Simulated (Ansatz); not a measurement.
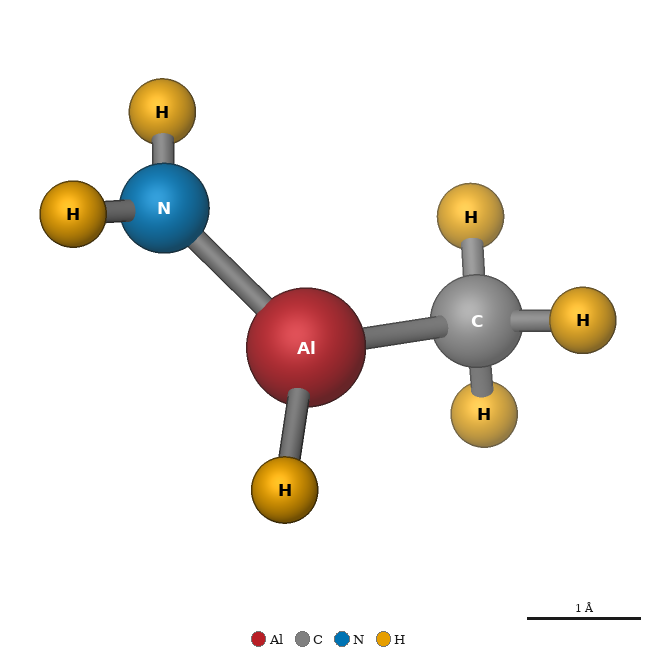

Distant atoms are faded towards the background colour. Computed geometry: PBE0-D4/def2-TZVP optimisation. Masses are those of the most abundant isotopes; constants are for the rigid equilibrium geometry.

Classify the rotor and give the rotational constants (GHz).

An asymmetric top (Cs): A = 23.2, B = 5.58, C = 4.63 GHz. Ray's parameter κ is −0.90, close to the prolate limit.
